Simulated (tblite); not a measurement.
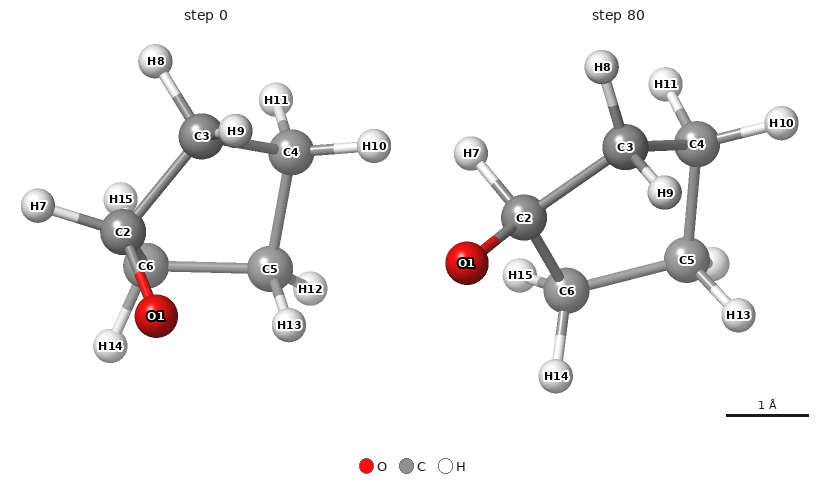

The structure of C5H9O (multiplicity 2) before (left) and after (right) a relaxation, at one scale.

A ball-and-stick model, seen from a free direction.

Level of theory: tblite 0.8.0, GFN2-xTB geometry optimisation, gas phase. 

### Describe what moved and what it gained.

The atom that moves furthest after the best rigid fit is O1 (1.40 Å). Largest moves by element: O 1.40 Å, H 1.02 Å, C 0.35 Å. Among the contacts that change: O1–C2 1.372 → 1.300 Å, C2–C3 1.520 → 1.577 Å, C3–H8 1.120 → 1.087 Å, C2–C6 1.530 → 1.557 Å. Bond angles that change, for instance: O1–C2–C6 107.7° → 118.4°, C3–C2–H7 111.0° → 101.4°, C2–C6–C5 97.7° → 105.7°. After 80 geometry steps the energy has fallen by 51.4 kJ/mol.
